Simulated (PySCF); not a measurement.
## Electronic structure of C4H9BO2Si (SMILES CB1OCOC=C1[SiH3]) in real space

The calculation's input:

```
{"job": {"kind": "nmr", "xc": "PBE0", "basis": "pcSseg-1"}, "charge": 0, "multiplicity": 1}
C     -0.249523     2.196247    -0.121953
B     -0.573974     0.648957    -0.089781
O     -1.873928     0.266618    -0.075225
C     -2.189075    -1.087793    -0.067623
O     -1.303544    -1.908842     0.645337
C      0.022569    -1.626460     0.498915
C      0.514167    -0.462901     0.055300
Si     2.361545    -0.205527    -0.111723
H      0.457025     2.428248    -0.915595
H     -1.139684     2.801350    -0.267215
H      0.218703     2.510404     0.808717
H     -3.171835    -1.216207     0.402105
H     -2.235416    -1.441439    -1.117477
H      0.614433    -2.471398     0.831306
H      2.805687     0.877486     0.771286
H      3.057167    -1.446363     0.244012
H      2.678684     0.149649    -1.500294
```

Launched as:

```sh
OMP_NUM_THREADS=1 python probes_run.py task.json out
```

Geometry: GFN2-xTB.

All numbers below come from PySCF, PBE0/pcSseg-1, SCF density, gas phase, non-relativistic.

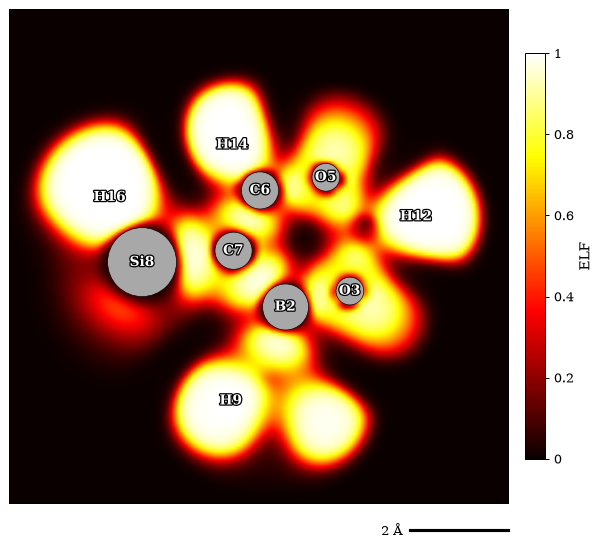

Figure 1. Electron localisation function on the plane of atoms C7, Si8 and H16. Grey discs cover the atomic cores.

**Describe what can be read from this map.**

The section cuts through B, O, C, Si and H sites. C–C (1.34 Å): the ELF peaks at about 0.90 between the atoms; a short, multiple covalent bond. B–O (1.36 Å): the ELF peaks at about 0.90 between the atoms (a polar covalent bond). C–O (1.36 Å): the ELF peaks at about 0.90 between the atoms: a polar covalent bond. C–B (1.56 Å): the ELF peaks at about 0.95 between the atoms: a shared electron pair. C–Si (1.87 Å): the ELF peaks at about 0.95 between the atoms; localised, covalent bonding. The ELF also peaks beside O3 and O5, away from the bonds: lone-pair regions.

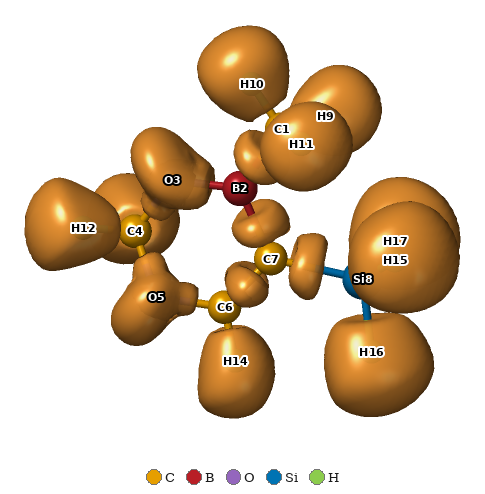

Figure 2. Isosurface of the electron localisation function at 0.75 (orange), seen at a tilt. Core shells and regions of very low density are left out.

**What do the ELF domains correspond to?**

At this value the surface marks out two regions between bonded B–C atoms (shared pairs), one region between bonded C–C atoms (shared pairs), one region between bonded C–Si atoms (shared pairs), nine regions around hydrogen nuclei and two regions on O in which the atom's valence shell and bonds are merged.

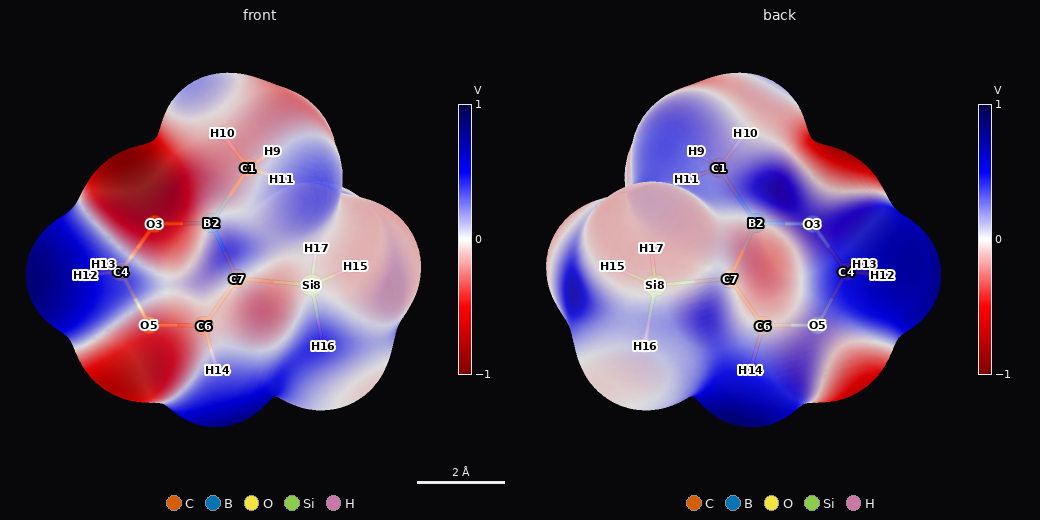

Figure 3. The electrostatic potential painted on the density surface at 0.001 e/bohr³, seen from the front and from behind; red is negative and blue positive.

**Describe the electrostatic potential map.**

The most negative region (about −0.9 V, or −21 kcal/mol for a unit charge) lies over O3, the most positive (about +0.8 V, or +18 kcal/mol for a unit charge) over H12 and H14.

**What dipole moment does the calculation give?**

Its dipole moment is 1.05 D.
